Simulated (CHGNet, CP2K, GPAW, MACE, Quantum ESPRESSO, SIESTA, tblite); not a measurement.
**Running generalised stacking fault on (111) (glide set) of a Ge-Si solid solution (72 atoms) with GPAW**

How do the settings of GPAW change the result for generalised stacking fault on (111) (glide set) of a Ge-Si solid solution (72 atoms)? A plane-wave run serves as the yardstick.

Method: the method is named at each step, in GPAW 26.7.0.

## Step 1: Set-up

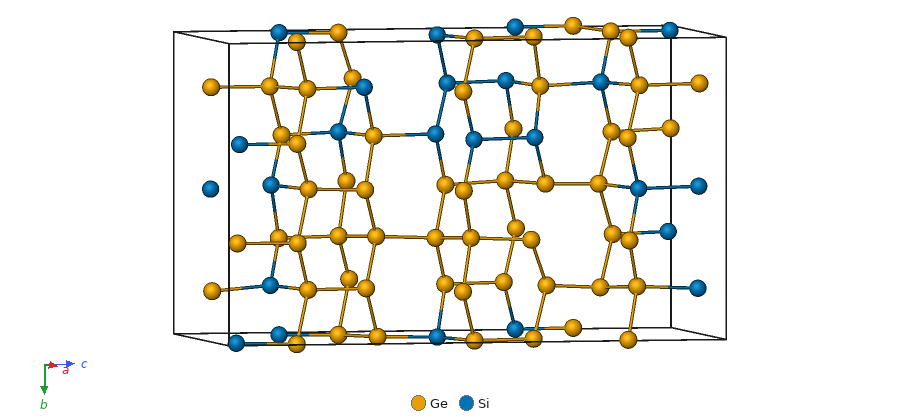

The starting structure, seen from the side, with the c axis across the page (germanium orange, silicon blue). Bonds to atoms that aren't drawn are left out. Some periodic images of atoms are drawn too.

The cell holds 72 atoms: 51 Ge and 21 Si. Its edges and angles: a = 6.849 Å, b = 11.862 Å, c = 19.778 Å, α = 90.0°, β = 81.7°, γ = 90.0°. Diamond-structure Ge lattice (a = 5.5919 Å, the value set for the mixture), cell with z along [111], 1 x 3 x 2 periods; the third cell vector is tilted by 0.417 of 1/2[11-2] and lengthened by 0.2 Å, so the cell holds one fault (glide set); displaced by a Gaussian of 0.01 Å; 21 of 72 Ge sites given to Si at random (lattice constant by Vegard's rule between Ge and Si). Then every atom was moved at random, 0.05 Å r.m.s. a Cartesian component. The structure's axis is c.

The yardstick, on the same geometry:

```
method                 : Kohn-Sham DFT, PBE, SSSP efficiency 1.3.0 pseudopotentials, plane waves (Quantum ESPRESSO 7.5); sssp-pbe-1.3.0-efficiency, cutoffs 45/360 Ry, Γ point
r.m.s. force component : 1.899 eV/Å
longest force          : 9.401 eV/Å
pressure               : 4.783 GPa
time                   : 7.7 min on 2 MPI ranks of Arm Neoverse V1, shared host
CPU time               : 15 min
```

## Step 2: PBE, LCAO dzp, h 0.2 Å

Method: Kohn-Sham DFT, PBE, PAW, atomic orbitals (dzp).

The input, run.py:

```python
import numpy as np
from ase.io import read
from gpaw import GPAW, FermiDirac

atoms = read("structure.xyz")
atoms.calc = GPAW(
    mode="lcao",
    basis="dzp",
    h=0.2,
    xc="PBE",
    kpts={"size": (1, 1, 1), "gamma": True},
    occupations=FermiDirac(0.05),
    maxiter=200,
    symmetry={"point_group": False},
    txt="gpaw.txt",
)
energy = atoms.get_potential_energy(force_consistent=True)
forces = atoms.get_forces()
print(f"energy {energy:.6f} eV")
print("forces (eV/A)")
for i, (a, f) in enumerate(zip(atoms, forces)):
    print(f"{i:4d} {a.symbol:2s} {f[0]:10.5f} {f[1]:10.5f} {f[2]:10.5f}")
print(f"Fermi level {atoms.calc.get_fermi_level():.4f} eV")
for k in range(len(atoms.calc.get_ibz_k_points())):
    for s in range(atoms.calc.get_number_of_spins()):
        e = atoms.calc.get_eigenvalues(kpt=k, spin=s)
        n = np.searchsorted(e, atoms.calc.get_fermi_level())
        print(f"k {k} spin {s} levels about the Fermi level:", np.round(e[max(n - 6, 0):n], 4).tolist(), "|", np.round(e[n:n + 6], 4).tolist())
```

The input, structure.xyz:

```xyz
72
Lattice="6.84865 0.00000 0.00000 0.00000 11.86221 0.00000 2.85363 0.00000 19.57091" Properties=species:S:1:pos:R:3 pbc="T T T"
Ge 3.38549 1.95667 0.41471
Ge 3.42123 1.97387 2.82467
Ge 5.74280 1.93496 3.60261
Si 5.75039 1.92085 5.94721
Si 6.79465 11.77360 0.32155
Ge 6.80953 0.00344 2.81293
Si 2.22704 11.82840 3.60398
Ge 2.29762 0.01613 6.03117
Ge 4.56418 11.81939 6.89307
Si 4.60060 0.02017 9.34335
Si 3.39316 5.95530 0.39220
Si 3.34200 5.85661 2.90550
Ge 5.69199 5.87844 3.67170
Ge 5.68732 5.95459 6.00788
Si 6.78030 3.97823 0.46403
Ge 6.86382 3.99543 2.81469
Ge 2.29226 3.98226 3.68677
Si 2.35079 3.90599 6.01629
Ge 4.51166 3.93529 6.75079
Si 4.51633 3.91299 9.30558
Ge 1.27038 1.90175 6.95922
Ge 8.02297 2.00792 9.28111
Si 3.43242 2.01147 10.14321
Si 3.50130 1.96403 12.53810
Ge 5.60169 2.04647 13.25988
Si 5.67572 1.94552 15.73795
Ge 6.85714 0.02515 10.13088
Ge 6.84776 0.00902 12.57431
Si 2.17284 11.82994 13.36693
Ge 2.30429 11.82710 15.71701
Ge 4.49744 0.05457 16.53761
Si 4.53204 0.06655 18.96460
Ge 3.41361 9.96271 0.44974
Si 3.49389 9.78371 2.82467
Ge 5.69812 9.82701 3.64841
Ge 5.69183 9.82108 6.04115
Ge 6.81640 7.85492 0.36500
Ge 6.75705 7.90782 2.86773
Ge 2.19880 8.02882 3.60007
Ge 2.28567 8.00035 6.04174
Ge 4.45949 7.88386 6.86880
Ge 4.54762 7.99288 9.28953
Ge 1.14926 5.93727 6.74335
Ge 8.04226 5.90513 9.29501
Ge 3.38104 6.00726 10.08489
Ge 3.38591 5.89433 12.55552
Ge 5.68205 5.88022 13.44933
Ge 5.62627 5.93834 15.66651
Si 6.90194 3.99152 10.09291
Si 6.95743 3.95937 12.58429
Ge 2.32190 3.95047 13.24598
Ge 9.06657 3.90433 15.71642
Ge 4.47201 3.99519 16.57734
Ge 4.64238 3.90385 18.95717
Ge 8.07129 1.92358 16.53116
Ge 7.98097 1.91373 19.03897
[... 12 atom lines left out ...]
Si 8.01556 5.98567 16.51765
Si 8.05786 5.94285 18.98574
Ge 7.98704 9.82488 16.46344
Si 7.97269 9.95643 18.97791
```

Launch:

```
> OMP_NUM_THREADS=1 python run.py > output.txt
```

The program printed:

```text
energy -311.096826 eV
forces (eV/A)
   0 Ge   -8.87191    0.03060    3.24325
   1 Ge   -0.06251   -0.40365    0.46887
   2 Ge   -0.68435    1.01936   -0.16340
   3 Si    0.45591    0.25075    1.44146
   4 Si   -6.93899   -0.35588    2.94295
   5 Ge    0.84852   -1.16741   -1.08749
   6 Si    0.67190   -0.54335   -0.31217
   7 Ge    0.50182   -1.35217   -0.68299
   8 Ge    0.26023    0.53055    0.12053
   9 Si   -0.00204    0.87224   -0.34952
  10 Si   -4.89360   -0.14869    2.09558
  11 Si    1.20076    2.14702   -1.20879
  12 Ge   -1.49417    0.62795   -1.01905
  13 Ge    0.01059   -0.33006    0.98040
  14 Si   -3.98563    0.12123    0.07823
  15 Ge    0.51455   -0.85888    0.09957
  16 Ge   -0.74911   -1.18459   -0.29961
  17 Si   -1.28090    0.04786    0.49528
  18 Ge    1.22744   -0.59404    1.16241
  19 Si    1.15138    0.78934   -0.39621
  20 Ge   -1.53955    1.55646   -1.66709
  21 Ge    0.41607    0.15946    1.43027
  22 Si    0.03590   -0.70451    0.18257
  23 Si   -2.57239   -0.74934   -0.87396
[...]
64 Ge   -1.18012    0.51493    0.31256
  65 Ge    1.82178   -1.26566   -0.86177
  66 Ge   -0.11323   -0.25136   -1.00920
  67 Si    9.44550    0.40807   -3.16188
  68 Si   -1.40898   -1.23536    0.77060
  69 Si    4.65355   -0.17416   -1.82495
  70 Ge   -0.88265    1.84887    1.84352
  71 Si    7.38202   -0.24724   -3.63081
Fermi level 6.3105 eV
k 0 spin 0 levels about the Fermi level: [5.2901, 5.3722, 5.5834, 5.6627, 5.7519, 6.2531] | [6.3971, 6.4327, 6.5744, 6.5824, 6.6637, 6.7182]
```

gpaw.txt:

```text
Input parameters:
  mode=LCAO(),
  basis={'default': 'dzp'},
  h=0.2,
  kpts=MonkhorstPack(size=(1, 1, 1), gamma=True),
  maxiter=200,
  occupations=Occupations(name='fermi-dirac', width=0.05, fixmagmom=False),
  symmetry=Symmetry(point_group=False),
  xc=XC(name='PBE')
Unit cell  # Å
| periodic |        x |         y |         z |   lengths |    angles |
|----------|----------|-----------|-----------|-----------|-----------|
|      yes | 6.848650 |  0.000000 |  0.000000 |  6.848650 | 90.000000 |
|      yes | 0.000000 | 11.862210 |  0.000000 | 11.862210 | 81.704177 |
|      yes | 2.853630 |  0.000000 | 19.570910 | 19.777859 | 90.000000 |
Number of symmetries: 1
Symmetry operations  # r_c * U_cc + t_c -> r_c
|   | kind |            matrix            |
|---|------|------------------------------|
| 0 |  E   |  1, 0, 0,  0, 1, 0,  0, 0, 1 |
BZ-sampling:
  Number of BZ points: 1
  Number of IBZ points: 1
  Monkhorst-Pack size: [1, 1, 1]
  Monkhorst-Pack shift: [0, 0, 0]
[... lines left out ...]
  Fermi-Dirac:
[... lines left out ...]
xc functional:
  name: PBE with 2 nearest neighbor stencil
interpolation: tri-quintic # 5. degree polynomial
Initialization done in: 10.122 s
convergence criteria:
- Maximum [total energy] change in last 3 cyles: 0.0005 eV / valence electron
- Maximum integral of absolute [dens]ity change: 0.0001 electrons / valence electron
- Maximum integral of absolute [eigenst]ate change: 4e-08 eV^2 / valence electron
maximum number of iterations: 200
SCF iterations
|iter     |      energy | eigst |  dens |
|---------|-------------|-------|-------|
|iter:   1| -311.449592 |      c|       |
|iter:   2| -311.349407 |      c| -0.97 |
|iter:   3| -446.012711 |      c| -0.99 |
|iter:   4|-1086.910222 |      c| -0.49 |
|iter:   5| -313.174797 |      c| -0.16 |
[...]
|iter:  10| -311.152547 |      c| -1.72 |
|iter:  11| -311.053698 |      c| -1.95 |
|iter:  12| -311.037385c|      c| -2.30 |
|iter:  13| -311.033396c|      c| -2.52 |
|iter:  14| -311.031417c|      c| -2.75 |
[...]
|iter:  18| -311.030772c|      c| -3.54 |
|iter:  19| -311.030544c|      c| -3.68 |
|iter:  20| -311.030558c|      c| -4.03c|
Converged in 20 steps
SCF loop duration: 258.756 s (12.938 s/step)
Energy contributions relative to reference atoms: (reference = -3077592.759732)
Energy contributions:
  Kinetic:        1116.300923
  Coulomb:        -984.418863
  Zero:              0.472407
  External:          0.000000
  Xc:             -443.318758
  Entropy:          -0.132535
  Spinorbit:         0.000000
  ----------------------------
  Free energy:    -311.096826
  Extrapolated:   -311.030558
dipole moment: (58.049248, -90.582610, -58.790819)  # |e|*Ang
Fermi level: 6.310
Eigenvalues  # (at kpt = [0.000, 0.000, 0.000])
| band index |      eig [eV] | occ [0-2] |
|------------|---------------|-----------|
|          0 |        -7.009 |     2.000 |
|        ... |               |           |
|        136 |         4.831 |     2.000 |
|        137 |         5.064 |     2.000 |
[...]
|        151 |         6.874 |     0.000 |
|        ... |               |           |
|        176 |         8.297 |     0.000 |
Gap: 0.144 eV
Transition (v -> c):
  (s=0, k=0, n=143, [0.00, 0.00, 0.00]) -> (s=0, k=0, n=144, [0.00, 0.00, 0.00])
No difference between direct/indirect transitions
Force computation time: 28.189  # s
timing:  # [seconds]
  Total:  297.093  # ━━━━━━━━━━━━━━━━━━━━━━━━━━━━━━━━━━━━━━━━━━━━━━━━━━━━━━━━
  Init:    10.121  # ━━
  SCF:    258.756  # ━━━━━━━━━━━━━━━━━━━━━━━━━━━━━━━━━━━━━━━━━━━━━━━━━
  Forces:  28.189  # ━━━━━╸
```

Run time: 5 min. Hardware: 1 thread of Arm Neoverse V1, shared host; peak memory 1.5 GiB.

Banners, paths, timers and routine set-up lines are dropped from the logs unmarked, and long logs keep their key lines alone; longer cuts are marked.

Numbers from this run, and their distance from the reference:

* r.m.s. force component: 2.054 eV/Å
* r.m.s. difference of force components: 160 meV/Å
* longest difference of force vectors: 882 meV/Å
* force difference over r.m.s. force: 8.424 %
* slope of forces against the reference's: 1.081
* correlation of force components: 0.9998
* spacing of highest filled and lowest empty level: 0.144 eV

Length of the force difference by element (eV/Å):

```
element  atoms  mean  most
     Ge     51  0.18  0.88
     Si     21  0.24  0.86
```

Levels nearest the highest filled one (eV from it): -0.96, -0.88, -0.67, -0.59, -0.50, 0.00, 0.14, 0.18, 0.32, 0.33, 0.41, 0.47.

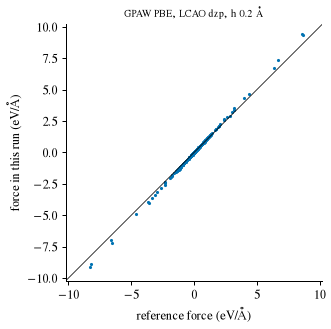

Force components against those of the reference; the line marks equality.

Local excerpt of 9 atoms (numbers count through the whole input) about Ge56, which bears the longest force; x, y, z are measured from there.

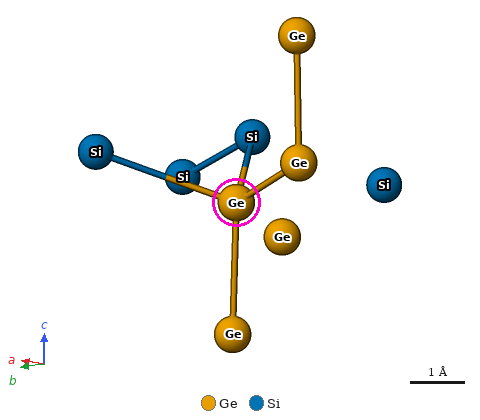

The atoms of the table, within 3.9 Å (arrows a, b, c point along x, y, z); some may hide others; the central atom is ringed.

```
atom      x      y      z  distance (Å)     Fx     Fy  Fz (eV/Å)
Ge56   0.00   0.00   0.00          0.00   9.37  -0.07      -3.91
 Ge1  -1.74   0.04   0.95          1.98  -8.87   0.03       3.24
Ge55   0.09   0.01  -2.51          2.51  -2.05  -0.10       0.62
 Si5   1.67  -2.00   0.85          2.74  -6.94  -0.36       2.94
Si15   1.65   2.06   1.00          2.83  -3.99   0.12       0.08
 Ge2  -1.71   0.06   3.36          3.77  -0.06  -0.40       0.47
Si72  -0.01  -3.82  -0.06          3.82   7.38  -0.25      -3.63
Si32   3.40  -1.85  -0.07          3.87   6.72   0.38      -2.39
Ge54  -3.34   1.99  -0.08          3.89   3.53   0.49      -0.14
```

Atoms are counted from 1 here, from 0 in the log.

Forces lie 8.4 % from the reference's, at 0.32 times its CPU time (on 1 against 2 cores).

## Step 3: PBE, LCAO sz(dzp), h 0.2 Å

Method: Kohn-Sham DFT, PBE, PAW, atomic orbitals (sz(dzp)).

Edit run.py of step 2 so:

```diff
@@ -7,3 +7,3 @@
     mode="lcao",
-    basis="dzp",
+    basis="sz(dzp)",
     h=0.2,
```

structure.xyz is that of step 2.

The program printed:

```text
energy -282.110583 eV
forces (eV/A)
   0 Ge   -9.88260    0.06952    3.57335
   1 Ge    0.10890   -0.19015    0.39937
   2 Ge   -0.77596    1.22601   -0.43637
   3 Si    0.70380    0.30542    1.75734
   4 Si   -8.73569   -0.40652    3.97515
   5 Ge    0.66403   -1.42321   -1.22759
   6 Si    0.66682   -0.52118   -0.19471
   7 Ge    0.59964   -1.64028   -0.52623
   8 Ge    0.16612    0.39254    0.03584
   9 Si    0.10184    0.91786   -0.56934
  10 Si   -6.69137   -0.14487    2.72923
  11 Si    1.36973    2.68426   -1.31495
  12 Ge   -1.45208    0.73009   -0.98749
  13 Ge    0.02003   -0.33532    1.16345
  14 Si   -4.94719   -0.01691    0.25240
  15 Ge    0.64990   -1.03587    0.47490
  16 Ge   -1.16011   -1.74246   -0.49572
  17 Si   -1.63963    0.04850    0.52416
  18 Ge    1.76411   -0.49146    1.47409
  19 Si    1.36907    1.29550   -0.82771
  20 Ge   -1.84929    1.57403   -1.68615
  21 Ge    0.35369   -0.09666    1.43660
  22 Si   -0.36346   -1.00746    0.24419
  23 Si   -2.96961   -0.84339   -0.86589
[...]
64 Ge   -1.38072    0.57694    0.50428
  65 Ge    2.37603   -1.08951   -1.27644
  66 Ge   -0.07394   -0.23065   -1.59685
  67 Si   11.02092    0.58922   -3.41647
  68 Si   -1.73743   -1.54800    0.79686
  69 Si    6.23508   -0.12962   -2.48678
  70 Ge   -1.00959    2.13347    2.04544
  71 Si    8.60250   -0.45486   -4.39826
Fermi level 6.1893 eV
k 0 spin 0 levels about the Fermi level: [5.1273, 5.2347, 5.4531, 5.5426, 5.6302, 6.148] | [6.2326, 6.4439, 6.4874, 6.6586, 6.7962, 6.8736]
```

gpaw.txt:

```text
Input parameters:
  mode=LCAO(),
  basis={'default': 'sz(dzp)'},
  h=0.2,
  kpts=MonkhorstPack(size=(1, 1, 1), gamma=True),
  maxiter=200,
  occupations=Occupations(name='fermi-dirac', width=0.05, fixmagmom=False),
  symmetry=Symmetry(point_group=False),
  xc=XC(name='PBE')
Unit cell  # Å
| periodic |        x |         y |         z |   lengths |    angles |
[... lines left out ...]
  Fermi-Dirac:
[... lines left out ...]
convergence criteria:
- Maximum [total energy] change in last 3 cyles: 0.0005 eV / valence electron
[... lines left out ...]
Converged in 18 steps
[... lines left out ...]
  Free energy:    -282.110583
  Extrapolated:   -282.046664
dipole moment: (58.726049, -90.933178, -56.641542)  # |e|*Ang
Fermi level: 6.189
Eigenvalues  # (at kpt = [0.000, 0.000, 0.000])
| band index |      eig [eV] | occ [0-2] |
|------------|---------------|-----------|
|          0 |        -7.357 |     2.000 |
|        ... |               |           |
|        136 |         4.641 |     2.000 |
|        137 |         4.876 |     2.000 |
[...]
|        151 |         6.931 |     0.000 |
|        ... |               |           |
|        176 |         8.769 |     0.000 |
Gap: 0.085 eV
Transition (v -> c):
  (s=0, k=0, n=143, [0.00, 0.00, 0.00]) -> (s=0, k=0, n=144, [0.00, 0.00, 0.00])
No difference between direct/indirect transitions
Force computation time: 6.001  # s
timing:  # [seconds]
  Total:  81.959  # ━━━━━━━━━━━━━━━━━━━━━━━━━━━━━━━━━━━━━━━━━━━━━━━━━━━━━━━━━
  Init:    8.228  # ━━━━━╸
  SCF:    67.704  # ━━━━━━━━━━━━━━━━━━━━━━━━━━━━━━━━━━━━━━━━━━━━━━━
  Forces:  6.001  # ━━━━
```

Run time: 83 s. Hardware: 1 thread; peak memory 1.1 GiB.

Numbers from this run, and their distance from the reference:

```
r.m.s. force component                           : 2.44 eV/Å
r.m.s. difference of force components            : 576.4 meV/Å
longest difference of force vectors              : 2640 meV/Å
force difference over r.m.s. force               : 30.35 %
slope of forces against the reference's          : 1.28
correlation of force components                  : 0.9958
spacing of highest filled and lowest empty level : 0.0846 eV
```

This is a coarse setting, run to see what it loses.

Against the first run (8.4 %), the force difference from the reference is 30 %, at 0.28 times the CPU time, with 288 basis functions against 936: the smaller basis costs accuracy.

[end of part 1 of 2]

[Also dropped from logs without a mark: logging warnings of Python, and SIESTA's first energy breakdown and zero terms.]

[Logs are printed without paths, hosts, clocks, repeated set-up lines and the standing remarks that a program may print on its own settings, such as how far it seeks lower states.]

[Hosts, paths, dates, database ids (printed as entryN), source tags and the programs' standing remarks are cut or masked in the printed files.]
